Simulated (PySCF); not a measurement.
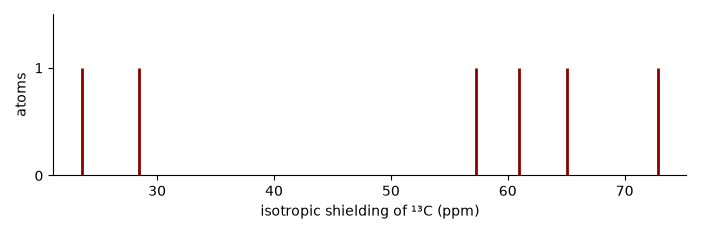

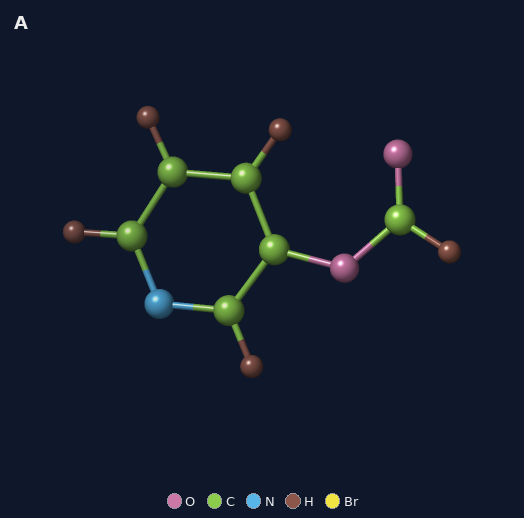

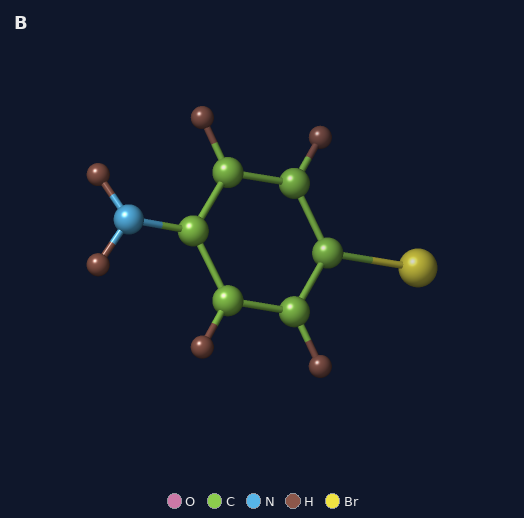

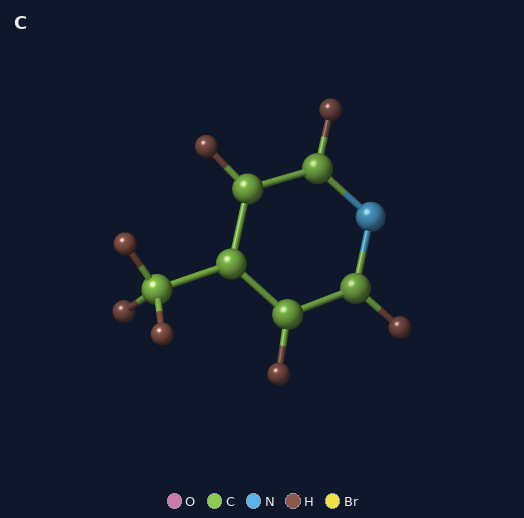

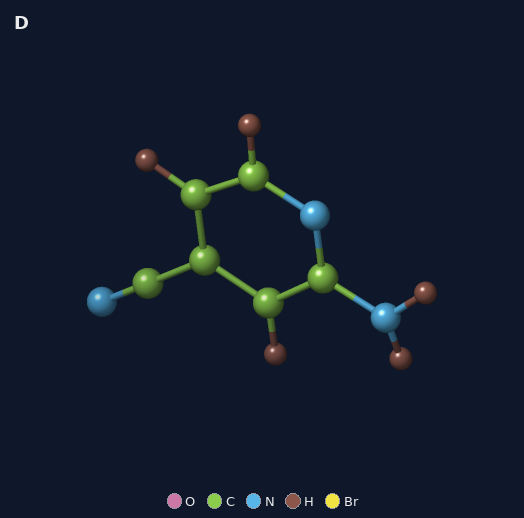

The sticks are computed shieldings of one of the molecules, for one fixed geometry (PBE0-D3(BJ)/def2-SVP) without averaging over rotations. Low shielding means a high chemical shift. Method: GIAO PBE0/pcSseg-1 NMR shielding, non-relativistic, gas phase (PySCF 2.14.0).

### Which molecule gives this pattern?

D, `N#Cc1ccnc(N)c1`. Its 6 C atoms give lines at 23.6, 28.4, 57.3, 61.0, 65.1, 72.8 ppm.
